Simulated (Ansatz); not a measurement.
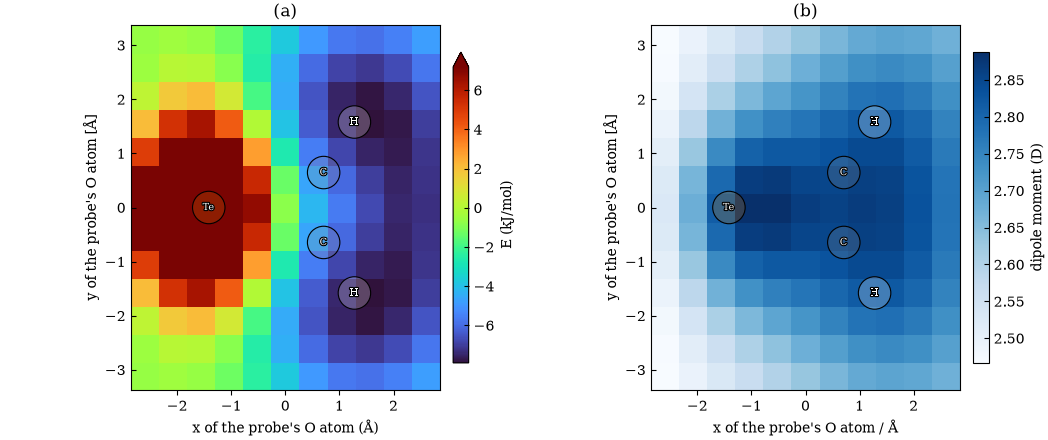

C₂H₂Te (SMILES C1=C[Te]1) with the probe H2O. The probe is moved over a plane parallel to the molecule's main plane, 3.10 Å above it. First axis: x of the probe's O atom. Second axis: y of the probe's O atom. Nothing is relaxed (molecule and probe rigid, the probe upright with O nearest the plane). Grid: 11 × 13 points; 77 points were computed and 66 follow by symmetry. All energies are given in kJ/mol relative to molecule and probe far apart, each relaxed in its own basis (no counterpoise correction). Theory: RKS PBE-D4/def2-SVPD (Ansatz 0.2.0).

Panel (a) is the energy and panel (b) the computed dipole moment on the same grid.

The picture shows one coloured cell a grid point, labelled circles for the molecule's atoms, projected on the plane, one colour for all values above the top of the scale.

How does the dipole moment vary over the map, and what is it at the lowest grid point?

Leaving out the highest fifth of the energies, it runs from 2.47 D at x of the probe's O atom = −2.60 Å, y of the probe's O atom = −3.12 Å to 2.87 D at x of the probe's O atom = 1.04 Å, y of the probe's O atom = 0.00 Å. At the lowest grid point, x of the probe's O atom = 1.56 Å, y of the probe's O atom = −1.56 Å, it is 2.82 D.
